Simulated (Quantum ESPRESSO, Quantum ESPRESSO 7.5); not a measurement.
# Work function and surface energy of Be(0001) against thickness

How thick must a slab of Be(0001) be?

Method: plane-wave DFT, PBE, GBRV ultrasoft pseudopotentials, in Quantum ESPRESSO 7.5.

### Step 1. Starting point

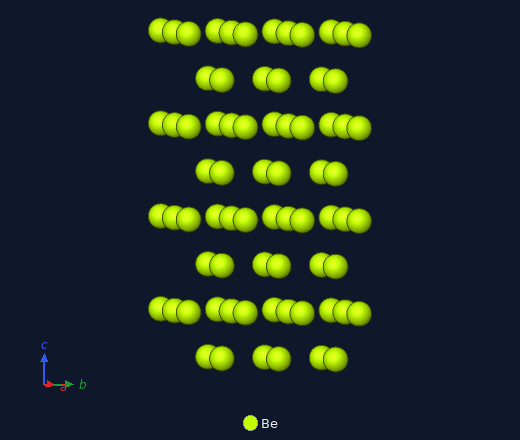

The starting structure, seen from the side, with the c axis up (beryllium green). 2×3×1 cells are drawn. Some periodic images of atoms are drawn too.

The cell holds 8 atoms: 8 Be. Its edges and angles: a = 2.290 Å, b = 2.290 Å, c = 27.560 Å, α = 90.0°, β = 90.0°, γ = 60.0°. It derives from Be. Vacuum lies along c.

Coordinates:

```
CELL_PARAMETERS angstrom
2.29000 0.00000 0.00000
1.14500 1.98320 0.00000
0.00000 0.00000 27.55951
ATOMIC_POSITIONS crystal
Be 0.66667 0.66667 0.27214
Be 0.00000 0.00000 0.33724
Be 0.66667 0.66667 0.40235
Be 0.00000 0.00000 0.46745
Be 0.66667 0.66667 0.53255
Be 0.00000 0.00000 0.59765
Be 0.66667 0.66667 0.66276
Be 0.00000 0.00000 0.72786
```

### Step 2. Running the series

ASE writes the inputs, starts pw.x and reads the results. Under ESM bc1 the zero of energy of a symmetric slab is the vacuum, so the work function is minus the Fermi level.

The input, run.py:

```python
import json
import numpy as np
from ase.build import hcp0001
from ase.calculators.espresso import Espresso, EspressoProfile

profile = EspressoProfile(command='mpirun -n 2 pw.x -nk 2', pseudo_dir='../pseudo')
pseudopotentials = {'Be': 'be_pbe_v1.4.uspp.F.UPF'}
system = {'ecutwfc': 40, 'ecutrho': 200, 'occupations': 'smearing', 'smearing': 'mv', 'degauss': 0.02}


def calculator(name, kpts, **extra):
    data = dict(control=dict(tprnfor=True, verbosity='high', disk_io='none'),
                system=system | extra,
                electrons=dict(conv_thr=1e-07, mixing_beta=0.4, mixing_mode='local-TF',
                               electron_maxstep=100))
    return Espresso(profile=profile, directory=name, pseudopotentials=pseudopotentials, kpts=kpts, input_data=data)


def centre(atoms):
    z = atoms.positions[:, 2]
    atoms.positions[:, 2] -= (z.max() + z.min()) / 2  # ESM wants the slab about z = 0
    return atoms


rows = []
for n in [2, 4, 6, 8]:
    slab = centre(hcp0001('Be', size=(1, 1, n), a=2.29, c=3.58843, vacuum=7.5, periodic=True))
    slab.set_initial_magnetic_moments([0.0] * n)
    slab.calc = calculator(f'n{n}', (12, 12, 1), assume_isolated='esm', esm_bc='bc1')
    energy = slab.get_potential_energy()
    work = -slab.calc.get_fermi_level()
    force = slab.get_forces()[-1, 2]
    rows.append([n, energy, work, force])
    print(f'{n} layers: E = {energy:.5f} eV, work function {work:.3f} eV, force on the top atom {force:+.3f} eV/A')

n, energy = np.array(rows)[:, :2].T
slope, offset = np.polyfit(n[1:], energy[1:], 1)
area = np.linalg.norm(np.cross(*slab.cell[:2]))
gamma = offset / (2 * area) * 16.0218
print(f'bulk energy from the slope {slope:.5f} eV an atom; unrelaxed surface energy {gamma:.3f} J/m^2')
json.dump(dict(rows=rows, slope=slope, gamma=gamma), open('result.json', 'w'))
```

Started as:

```
OMP_NUM_THREADS=1 python run.py
```

Log:

```text
2 layers: E = -767.63867 eV, work function 4.928 eV, force on the top atom +0.172 eV/A
4 layers: E = -1536.17299 eV, work function 5.347 eV, force on the top atom +0.118 eV/A
6 layers: E = -2304.80811 eV, work function 5.425 eV, force on the top atom +0.130 eV/A
8 layers: E = -3073.44164 eV, work function 5.327 eV, force on the top atom +0.045 eV/A
bulk energy from the slope -384.31716 eV an atom; unrelaxed surface energy 1.932 J/m^2
```

Wall time 78 s (2 MPI ranks of Arm Neoverse V2, shared host); peak memory 0.24 GiB.

The input that ASE wrote for the first run, and its log:

```
&CONTROL
   verbosity        = 'high'
   tprnfor          = .true.
   disk_io          = 'none'
   pseudo_dir       = '../pseudo'
/
&SYSTEM
   ecutwfc          = 40
   ecutrho          = 200
   occupations      = 'smearing'
   degauss          = 0.02
   smearing         = 'mv'
   assume_isolated  = 'esm'
   esm_bc           = 'bc1'
   ntyp             = 1
   nat              = 2
   ibrav            = 0
/
&ELECTRONS
   electron_maxstep = 100
   conv_thr         = 1e-07
   mixing_mode      = 'local-TF'
   mixing_beta      = 0.4
/
&IONS
/
&CELL
/
&FCP
/
&RISM
/
ATOMIC_SPECIES
Be 9.0121831 be_pbe_v1.4.uspp.F.UPF

K_POINTS automatic
12 12 1  0 0 0

CELL_PARAMETERS angstrom
2.29000000000000 0.00000000000000 0.00000000000000
1.14500000000000 1.98319817466636 0.00000000000000
0.00000000000000 0.00000000000000 16.79421500000000

ATOMIC_POSITIONS angstrom
Be -0.0000000000 1.3221321164 -0.8971075000  
Be 0.0000000000 0.0000000000 0.8971075000
```

```text
Program PWSCF v.7.5 starts
[citation notice left out]

     Parallel version (MPI & OpenMP), running on       2 processor cores
     Number of MPI processes:                 2
     Threads/MPI process:                     1

     MPI processes distributed on     1 nodes
[... 1 line left out ...]

Warning: card &CELL ignored
Warning: card &FCP ignored
Warning: card &RISM ignored

     Current dimensions of program PWSCF are:
     Max number of different atomic species (ntypx) = 10
     Max number of k-points (npk) =  40000
     Max angular momentum in pseudopotentials (lmaxx) =  4
     Message from routine setup:
     using ibrav=0 with symmetry is DISCOURAGED, use correct ibrav instead

     K-points division:     npool     =       2
     Subspace diagonalization in iterative solution of the eigenvalue problem:
     a serial algorithm will be used

     G-vector sticks info
     --------------------
     sticks:   dense  smooth     PW     G-vecs:    dense   smooth      PW
     Sum         253     199     73                24551    17497    3543

     Using Slab Decomposition

     bravais-lattice index     =            0
     lattice parameter (alat)  =       4.3275  a.u.
     unit-cell volume          =     514.7044 (a.u.)^3
     number of atoms/cell      =            2
     number of atomic types    =            1
     number of electrons       =         8.00
     number of Kohn-Sham states=            8
     kinetic-energy cutoff     =      40.0000  Ry
     charge density cutoff     =     200.0000  Ry
     scf convergence threshold =      1.0E-07
     mixing beta               =       0.4000
     number of iterations used =            8  local-TF  mixing
     Exchange-correlation=  SLA  PW   PBX  PBC
                           (   1   4   3   4   0   0   0)

     Effective Screening Medium Method
     =================================
     Boundary Conditions: Vacuum-Slab-Vacuum
     total charge in unit cell        =   0.0000
     grid points for fit at edges     =        4

[... 10 lines left out ...]
     PseudoPot. # 1 for Be read from file:
     ../pseudo/be_pbe_v1.4.uspp.F.UPF
     Pseudo is Ultrasoft, Zval =  4.0
     Generated by new atomic code, or converted to UPF format
     Using radial grid of  769 points,  6 beta functions with:
                l(1) =   0
                l(2) =   0
                l(3) =   0
                l(4) =   1
                l(5) =   1
                l(6) =   2
     Q(r) pseudized with 10 coefficients,  rinner =    1.000   1.000   1.000
                                                       1.000   1.000

     atomic species   valence    mass     pseudopotential
     Be                4.00     9.01218     Be( 1.00)

     12 Sym. Ops., with inversion, found ( 6 have fractional translation)

                                    s                        frac. trans.

      isym =  1     identity

[... 431 lines left out ...]

[... 1 line left out ...]

     total energy              =     -56.42040755 Ry
     estimated scf accuracy    <       0.00000080 Ry

     iteration # 14     ecut=    40.00 Ry     beta= 0.40
[... 1 line left out ...]

---- Real-time Memory Report at c_bands before calling an iterative solver
            80 MiB given to the printing process from OS
            50 MiB allocation reported by mallinfo(arena+hblkhd)
[... 1 line left out ...]
------------------
     c_bands:  1 eigenvalues not converged
     c_bands:  1 eigenvalues not converged
     c_bands:  2 eigenvalues not converged
     c_bands:  1 eigenvalues not converged
[... 1 line left out ...]

     negative rho (up, down):  4.619E-05 0.000E+00

[... 1 line left out ...]

     End of self-consistent calculation

          k = 0.0000 0.0000 0.0000 (  2253 PWs)   bands (ev):

  -104.2702-104.2576 -13.8200  -9.3709  -6.4785  -0.8888  -0.4594   0.8382

     occupation numbers
     1.0000   1.0000   1.0000   1.0000   1.0000   0.0000   0.0000   0.0000

[... 72 lines left out ...]

     the Fermi energy is    -4.9278 ev

!    total energy              =     -56.42040634 Ry
     estimated scf accuracy    <       0.00000003 Ry
     smearing contrib. (-TS)   =      -0.00012739 Ry
     internal energy E=F+TS    =     -56.42027895 Ry

     The total energy is F=E-TS. E is the sum of the following terms:
     one-electron contribution =      73.90880838 Ry
     hartree contribution      =     -47.04548496 Ry
     xc contribution           =     -10.01848982 Ry
     ewald contribution        =     -73.26511255 Ry

     convergence has been achieved in  14 iterations

     Forces acting on atoms (cartesian axes, Ry/au):

     atom    1 type  1   force =     0.00000000    0.00000000   -0.00667803
     atom    2 type  1   force =     0.00000000    0.00000000    0.00667803
     The non-local contrib.  to forces
     atom    1 type  1   force =     0.00000000    0.00000000   -0.04801623
     atom    2 type  1   force =     0.00000000   -0.00000000    0.04801623
     The ionic contribution  to forces
     atom    1 type  1   force =     0.00000000    0.00000000  -12.27449474
     atom    2 type  1   force =    -0.00000000   -0.00000000   12.27449474
     The local contribution  to forces
     atom    1 type  1   force =     0.00000000    0.00000000   12.31620081
     atom    2 type  1   force =     0.00000000   -0.00000000  -12.31619998
     The core correction contribution to forces
     atom    1 type  1   force =     0.00000000    0.00000000    0.00000000
     atom    2 type  1   force =     0.00000000    0.00000000    0.00000000
     The Hubbard contrib.    to forces
     atom    1 type  1   force =     0.00000000    0.00000000    0.00000000
     atom    2 type  1   force =     0.00000000    0.00000000    0.00000000
     The SCF correction term to forces
     atom    1 type  1   force =    -0.00000000   -0.00000000   -0.00036766
     atom    2 type  1   force =     0.00000000   -0.00000000    0.00036724

     Total force =     0.009444     Total SCF correction =     0.000520
     Message from routine punch:
     Nothing written, as per user request (disk_io='none')

[... 1 line left out ...]

[... 1 line left out ...]

[... 1 line left out ...]

[... 3 lines left out ...]

[... 1 line left out ...]

[... 2 lines left out ...]

[... 1 line left out ...]

[... 1 line left out ...]

=------------------------------------------------------------------------------=
   JOB DONE.
=------------------------------------------------------------------------------=
```

Read from the output:

* surface energy: 1.932 J/m²
* work function of the thickest slab: 5.327 eV

The work function by layers:

| layers | work function (eV) |
| --- | --- |
| 2.00 | 4.93 |
| 4.00 | 5.35 |
| 6.00 | 5.42 |
| 8.00 | 5.33 |

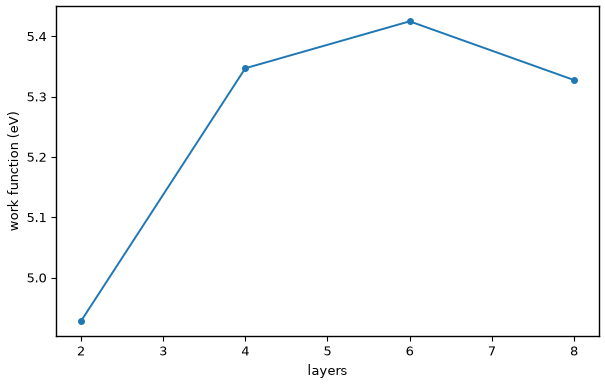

Work function, plotted against layers.

Table of force on the top atom along the normal by layers:

| layers | force on the top atom along the normal (eV/Å) |
| --- | --- |
| 2.00 | 0.172 |
| 4.00 | 0.118 |
| 6.00 | 0.130 |
| 8.00 | 0.0452 |

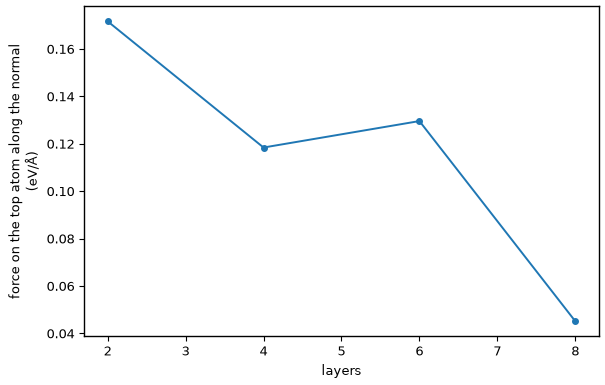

Force on the top atom along the normal against layers.

The energy less the bulk line's slope by layers:

| layers | energy less the bulk line's slope (meV) |
| --- | --- |
| 2.00 | 996 |
| 4.00 | 1096 |
| 6.00 | 1095 |
| 8.00 | 1096 |

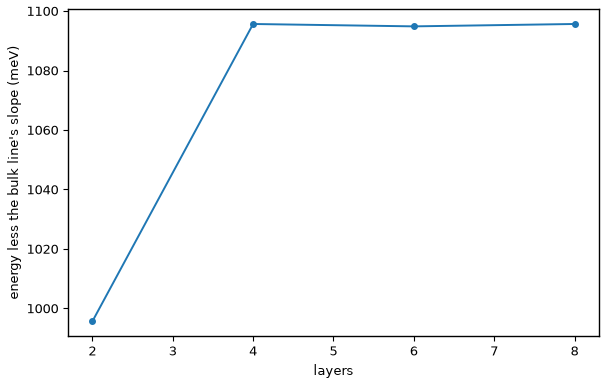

Energy less the bulk line's slope, plotted against layers.

### Step 3. Running the series: PBE, SG15 norm-conserving

Level of this step: plane-wave DFT, PBE, SG15 norm-conserving pseudopotentials (Quantum ESPRESSO 7.5).

run.py is the input of step 2 with these lines changed:

```diff
@@ -6,4 +6,4 @@
 profile = EspressoProfile(command='mpirun -n 2 pw.x -nk 2', pseudo_dir='../pseudo')
-pseudopotentials = {'Be': 'be_pbe_v1.4.uspp.F.UPF'}
-system = {'ecutwfc': 40, 'ecutrho': 200, 'occupations': 'smearing', 'smearing': 'mv', 'degauss': 0.02}
+pseudopotentials = {'Be': 'Be_ONCV_PBE-1.2.upf'}
+system = {'ecutwfc': 60, 'ecutrho': 240, 'occupations': 'smearing', 'smearing': 'mv', 'degauss': 0.02}
```

Started as:

```
OMP_NUM_THREADS=1 python run.py
```

Log:

```text
2 layers: E = -723.12466 eV, work function 4.934 eV, force on the top atom +0.161 eV/A
4 layers: E = -1447.14550 eV, work function 5.349 eV, force on the top atom +0.125 eV/A
6 layers: E = -2171.26619 eV, work function 5.426 eV, force on the top atom +0.109 eV/A
8 layers: E = -2895.38630 eV, work function 5.335 eV, force on the top atom +0.053 eV/A
bulk energy from the slope -362.06020 eV an atom; unrelaxed surface energy 1.932 J/m^2
```

Run time: 2.9 min. Hardware: 2 MPI ranks; peak memory 0.26 GiB; 5.8 min of CPU time.

This step gave:

| Item | Value |
| --- | --- |
| work function of the thickest slab | 5.335 eV |

Table of work function by layers:

| layers | work function (eV) |
| --- | --- |
| 2.00 | 4.93 |
| 4.00 | 5.35 |
| 6.00 | 5.43 |
| 8.00 | 5.34 |

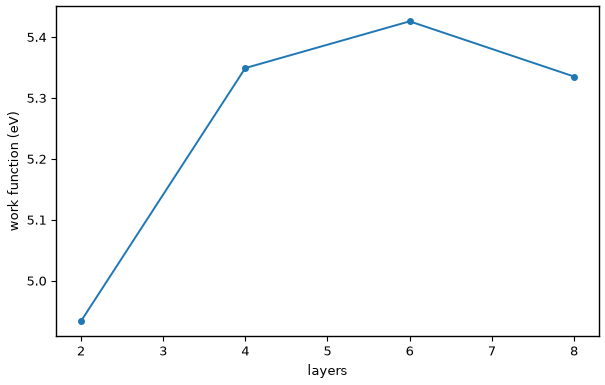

Work function against layers.

Table of force on the top atom along the normal by layers:

| layers | force on the top atom along the normal (eV/Å) |
| --- | --- |
| 2.00 | 0.161 |
| 4.00 | 0.125 |
| 6.00 | 0.109 |
| 8.00 | 0.0528 |

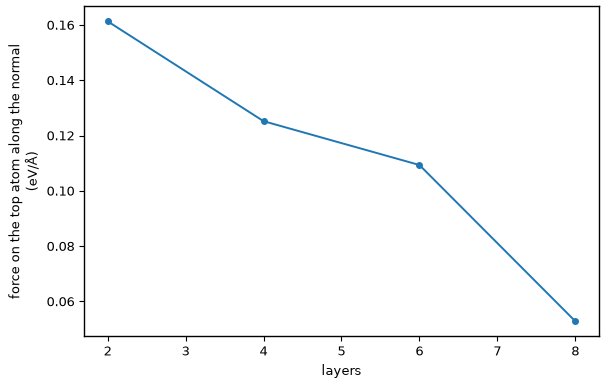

Force on the top atom along the normal, plotted against layers.

Table of energy less the bulk line's slope by layers:

| layers | energy less the bulk line's slope (meV) |
| --- | --- |
| 2.00 | 996 |
| 4.00 | 1095 |
| 6.00 | 1095 |
| 8.00 | 1095 |

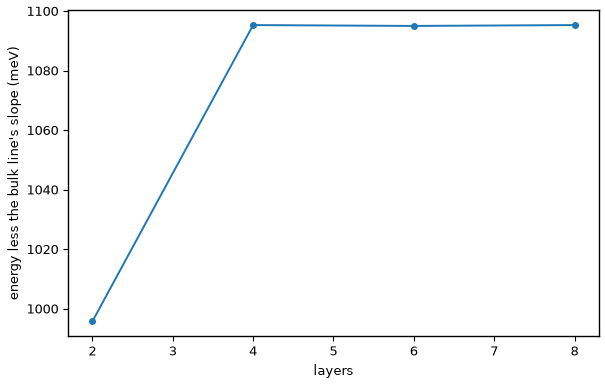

Energy less the bulk line's slope against layers.

### Step 4. By hand

γ = (E_N − N e_bulk)/(2A). The excess of the thickest slab is 1.096 eV and A = 4.542 Å²: 1.096/(2 × 4.542) × 16.02 = 1.93 J/m² (1 eV/Å² = 16.02 J/m²); the fit's intercept gives 1.93.

### Step 5. What came out

```
work function of the thickest slab, PBE, GBRV ultrasoft       : 5.33 eV
unrelaxed surface energy, PBE, GBRV ultrasoft                 : 1.93 J/m²
work function of the thickest slab, PBE, SG15 norm-conserving : 5.34 eV
unrelaxed surface energy, PBE, SG15 norm-conserving           : 1.93 J/m²
```

**Reading.** The thickest slab gives a work function of 5.33 eV and the series an unrelaxed surface energy of 1.93 J/m² (PBE, GBRV ultrasoft). The work function swings by 0.50 eV over 2 to 8 layers and by 0.10 eV over the last step; confined states crossing the Fermi level and the finite mesh both contribute. So 8 layers don't yet hold the work function to 0.05 eV on this mesh. The force on the top atom of the thickest slab points outwards (0.05 eV/Å). The slabs are cut from the bulk at the tabulated lattice constant and not relaxed; the surface energy comes from a straight line through the energies of all but the thinnest slab.

[Logs are printed without paths, hosts, clocks, repeated set-up lines and the standing remarks that a program may print on its own settings, such as how far it seeks lower states.]

[Hosts, paths, dates, database ids (printed as entryN), source tags and the programs' standing remarks are cut or masked in the printed files.]

[Maps of the electrostatic potential energy from Ansatz leave out the sawtooth potential of an applied field or a dipole correction, so their vacuum need not be flat; planar profiles and work functions include it.]
